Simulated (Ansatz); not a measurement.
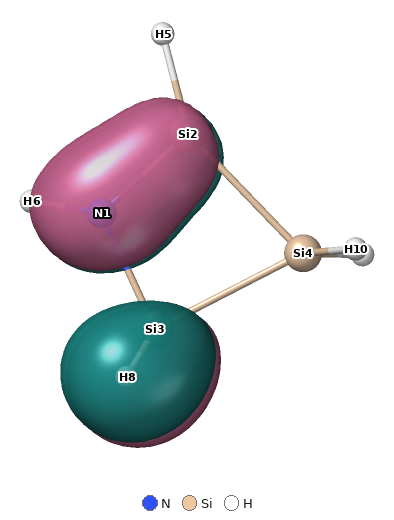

*H$_{6}$NSi$_{3}$ (SMILES [NH+]1=[SiH][SiH2][SiH2]1) (charge +1). The HOMO−1 at ±0.1 Å⁻³ᐟ² (teal and pink are the two phases), seen across its widest extent.*

Geometry: B3LYP/6-31G*.

Theory: isolated molecule in a Gaussian basis; Kohn-Sham density functional theory, functional PBE0 in Ansatz.

```xyz
10

N    -2.2388   -0.2438    0.1665
Si   -1.6349   -0.0186   -1.3830
Si   -1.5560   -1.8166    0.8024
Si   -0.4150   -2.0429   -1.2726
H    -2.0481    1.2013   -2.1187
H    -2.8715    0.3644    0.6870
H    -2.6450   -2.7825    1.0529
H    -0.7081   -1.5648    1.9853
H    -0.9055   -3.0250   -2.2633
H     1.0427   -1.7997   -1.3255
```

Describe this orbital and give its energy.

Answer. It lies mainly on N1 (about 35 %), Si3 (about 20 %), H7 (about 15 %), H8 (about 15 %) and Si2 (about 15 %). Its energy is −13.61 eV.
